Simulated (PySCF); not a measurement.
C2H12N2Si2 (SMILES CC(N[SiH3])N[SiH3])

Input

```
{"job": {"kind": "nmr", "xc": "PBE0", "basis": "pcSseg-1"}, "charge": 0, "multiplicity": 1}
C     -0.005078    -0.731909     0.141674
N      0.683186    -0.096950    -0.970034
Si    -0.044388     0.925324    -2.173508
N     -0.233468     0.122854     1.293006
Si     1.005293     0.542529     2.432743
C     -1.320774    -1.331633    -0.327994
H      0.639316    -1.557708     0.495683
H      1.652680     0.118030    -0.760850
H     -0.869089     0.147938    -3.147930
H     -0.940835     1.996367    -1.617024
H      1.088029     1.582327    -2.890330
H     -0.964243     0.811630     1.133600
H      0.360209     1.287876     3.553293
H      1.634990    -0.721017     2.925109
H      2.119553     1.399346     1.896324
H     -1.162743    -2.021542    -1.168691
H     -1.807173    -1.866602     0.498367
H     -2.013277    -0.539112    -0.662947
```

Run with:

```sh
OMP_NUM_THREADS=1 python cluster_run.py task.json out
```

Geometry: PBE0-D3(BJ)/def2-SVP.

The calculation used PBE0/pcSseg-1, SCF density, gas phase, non-relativistic in PySCF 2.14.0.

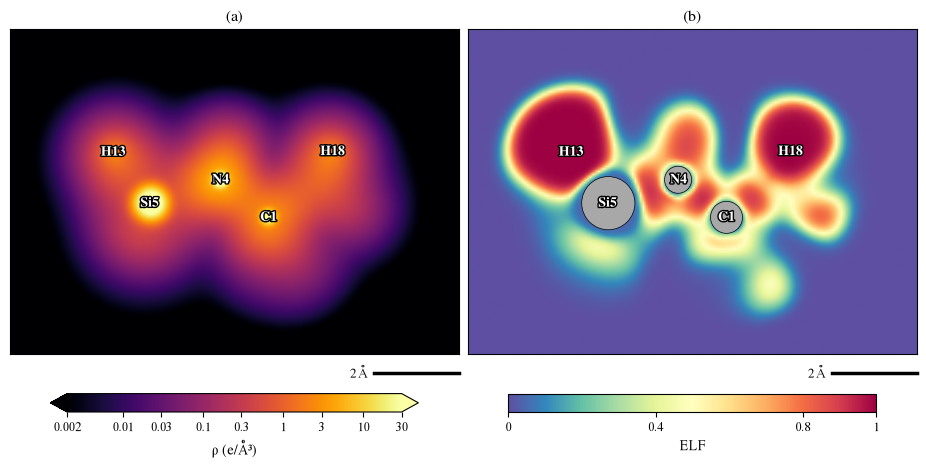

Figure 1. (a) total electron density; (b) ELF on the plane of atoms N4, Si5 and H13. Grey discs cover the atomic cores in the ELF map.

> Describe what can be read from this map.

- The section cuts through C, N, Si and H sites.
- C–N (1.45 Å): ρ at the midpoint is about 1.9 e/Å³; the ELF peaks at about 0.90 between the atoms: a covalent bond.
- Si–N (1.73 Å): ρ is about 1.1 e/Å³ halfway; the ELF peaks at about 0.90 between the atoms: a shared but strongly polarised pair.
- Si–H (1.49 Å): ρ is about 0.78 e/Å³ halfway; the ELF climbs to about 1 towards the hydrogen, as it does in any bond to H.

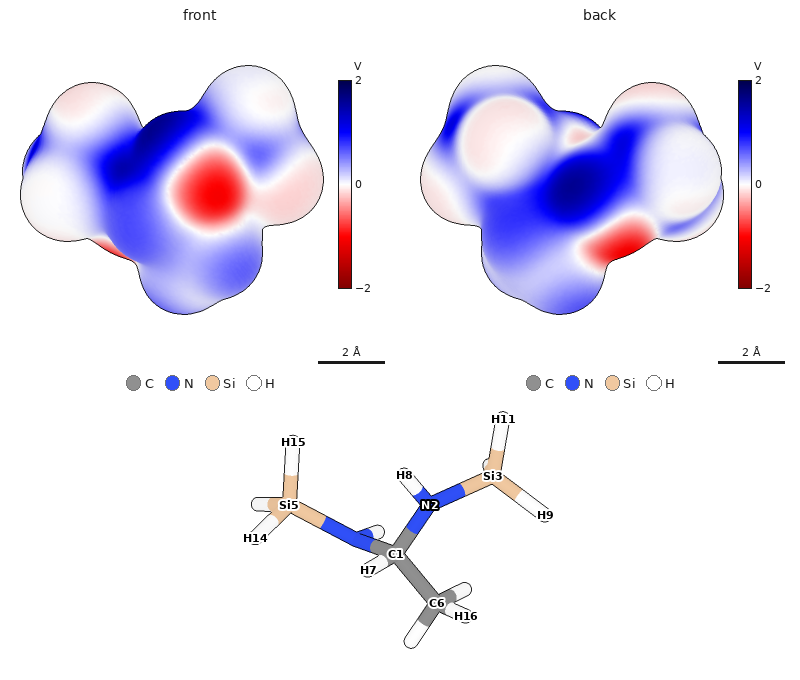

Figure 2. The electrostatic potential painted on the density surface at 0.002 e/bohr³, seen from the front and from behind; the colour scale runs from red (negative) to blue (positive). The bare structure is drawn below in the same view.

> Describe the electrostatic potential map.

The most negative region (about −1.0 V) lies over N2 and N4, the most positive (about +1.6 V) over H8 and H12.

> What dipole moment does the calculation give?

Its dipole moment is 0.24 D.
